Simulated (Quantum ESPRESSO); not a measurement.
# MnO2 (Pyrolusite): energy over the lowest, ferro ++ against volume, fitted and tested on a withheld row

System: MnO2 (Pyrolusite), 2 Mn and 4 O in the cell, space group P4_2/mnm. From the study “MnO2 (Pyrolusite): orders under volume”.

Method: PBE with U = 4 eV on Mn d; plane waves with GBRV 1.5 PBE potentials (Quantum ESPRESSO 7.5). Settings shared by all rows: cutoff 544.23 eV, 8×8×8 k-mesh, fermi-dirac occupations, smearing width 0.05 eV.

Computed values, one withheld:

| volume (factor) | energy over the lowest, ferro ++ (meV an atom) |
| --- | --- |
| 0.92 | 135.7 |
| 0.96 | ? |
| 1 | 22.0 |
| 1.04 | 2.8 |
| 1.08 | 0.0 |

**Question.** What energy over the lowest, ferro ++ should the row at volume = 0.96 factor hold? Fit a suitable law to the other rows.

**Law.** Energy against volume follows the Birch–Murnaghan form, which is a polynomial in the Eulerian strain: second order (which fixes B′ at 4), a parabola in t = (V/1)^(−2/3) − 1. In symbols, E = c0 + c1 t + c2 t², with energy over the lowest, ferro ++ in meV an atom.

**Fit.** Least squares on 4 rows gives c0 = 22.499, c1 = 1160.45 and c2 = 14321.4.

| volume (factor) | t | computed | fit | computed − fit |
| --- | --- | --- | --- | --- |
| 0.92 | 0.057162 | 135.7 | 135.63 | 0.07 |
| 1 | 0 | 22.0 | 22.50 | -0.50 |
| 1.04 | -0.025808 | 2.8 | 2.09 | 0.71 |
| 1.08 | -0.050013 | 0.0 | 0.28 | -0.28 |

The slope vanishes at t = -0.04051, so the minimum lies at V = 1 × (1 + t)^(−3/2) = 1.064. That is the minimum of this magnetic state alone.

Shape and fractional positions are held, so this modulus can lie above that of a cell free to relax.

**Prediction.** At volume = 0.96 factor, t = 0.027588, so the law predicts 65.41 meV an atom. The computed value is 63.9 meV an atom, 1.51 below the prediction. The row lies between fitted rows, so this is an interpolation.

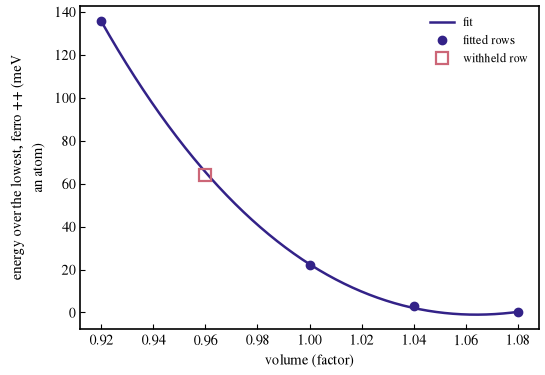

The rows, the fitted law and the withheld row.

[Hosts, paths, dates, database ids (printed as entryN), source tags and the programs' standing remarks are cut or masked in the printed files.]

[Where a cell is said to come from a database of computed structures, the database is the Materials Project.]
